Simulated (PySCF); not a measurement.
```xyz
15

C     3.9001    0.1183   -0.6369
C     2.8359   -0.4521   -0.6028
Si    1.2687   -1.3895   -0.4202
Si   -0.3620   -0.4253    0.8589
N    -1.6578   -1.5732    0.7717
C    -0.7949    1.3253    0.2964
C    -1.8460    1.6582   -0.4421
H     4.8177    0.6304   -0.6936
H     1.0120   -1.9306   -1.7671
H    -0.0304   -0.3668    2.2915
H    -2.0394   -1.8057   -0.1310
H    -2.4144   -1.4759    1.4290
H    -0.0774    2.1010    0.5396
H    -2.0268    2.6648   -0.7882
H    -2.5899    0.9292   -0.7272
```

Geometry: GFN2-xTB.

All numbers below come from UKS B3LYP, pcH-1 on C H N Si, non-relativistic, mean-field spin-orbit, GIAO in PySCF.

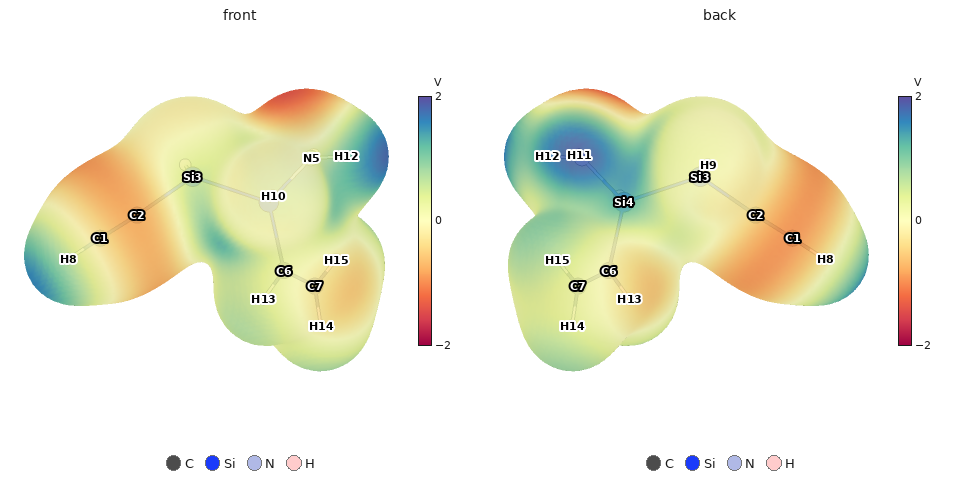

C$_{4}$H$_{8}$NSi$_{2}$ (doublet). The molecular electrostatic potential painted on the density surface at 0.002 e/bohr³, seen from the front and from behind; the colour scale runs from red (negative) to blue (positive).

**Which sites attract a positive test charge, and which a negative one?**

A positive charge is drawn to the negative regions and a negative charge to the positive ones. The most negative region (about −1.3 V) lies over N5, the most positive (about +1.8 V) over H11 and H12. N5 is the likeliest acceptor of a hydrogen bond.
